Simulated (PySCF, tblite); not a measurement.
**C₆H₆F₃O radical: geometry, infrared bands and EPR parameters**

Wanted: the infrared bands and EPR parameters of C₆H₆F₃O radical (`FC(F)(F)C[C]1CC=CO1`), by calculation.

Programs: tblite 0.8.0 and PySCF 2.14.0, with density-fitted response routines of our own. Each step states its level of theory. These are calculated values for one molecule in the gas phase, unless marked as measured. Atoms count from 0, in the outputs and in this text.

## 1. Starting geometry

16 atoms, charge 0, multiplicity 2; geometry from: force field or distance geometry start.

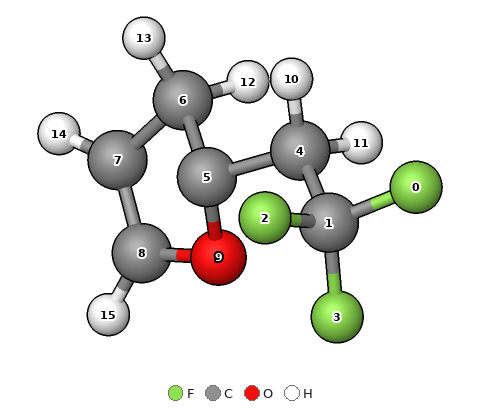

The starting geometry (fluorine green, carbon grey, oxygen red, hydrogen white), atoms numbered.

## 2. Optimising the geometry with GFN2-xTB

The job: settings as JSON, then the geometry in Å.

```
{"job": {"kind": "relax", "xc": "GFN2-xTB", "basis": "xTB"}, "charge": 0, "multiplicity": 2}
F     -3.391400    -0.853600     0.378800
C     -2.370500    -0.290300    -0.391800
F     -2.830600     0.979600    -0.692600
F     -2.136200    -1.002800    -1.551300
C     -1.186300    -0.204800     0.539200
C      0.033500     0.378200    -0.123700
C      1.188800     0.433700     0.888600
C      2.327900     0.477500    -0.080400
C      1.948600    -0.114400    -1.215100
O      0.635500    -0.535300    -1.045600
H     -1.465400     0.432200     1.393600
H     -0.996400    -1.213000     0.958900
H      1.242000    -0.505700     1.452600
H      1.145300     1.349500     1.500200
H      3.310500     0.919700     0.088600
H      2.537100    -0.241700    -2.111400
```

Started as:

```bash
$ OMP_NUM_THREADS=1 python probes_run.py task.json out
```

One launch serves the whole session: the jobs run in the order shown.

**Question.** This job is followed by: GFN2-xTB harmonic vibrations, gas phase; UKS B3LYP, pcH-1 on C F H O, non-relativistic, mean-field spin-orbit, GIAO. Predict these results of the whole session: strongest single infrared mode (GFN2-xTB); zero-point energy (GFN2-xTB); g(iso) (B3LYP); ⟨S²⟩; largest a(iso) (averaged by class); surface potential, least and greatest.

As calculated:

| quantity | value |
| --- | --- |
| strongest single infrared mode (GFN2-xTB) | 1046 cm⁻¹, 212 km/mol |
| zero-point energy (GFN2-xTB) | 68.0 kcal/mol |
| g(iso) (B3LYP) | 2.00310 |
| ⟨S²⟩ | 0.755 (exact 0.75) |
| largest a(iso) (averaged by class) | 1H on H12, H13, 147.5 MHz |
| surface potential, least and greatest | -0.90 V and 1.20 V |

In words: Over 152 steps the energy fell by 1.377 eV; of the close pairs, C5–O9 changed most, 1.431 to 1.371 Å. No mode is imaginary among the 42: a minimum at this level. The strongest single mode, at 1046 cm⁻¹, is spread over several atoms, C1, H12, F0 among them. GFN2-xTB is a fitted tight-binding method: band positions and strengths are rough. Its intensities can rank the bands wrongly. Most of the unpaired spin sits on C5 (0.84 e). The isotropic g lies 0.8 ppt above the free-electron value.
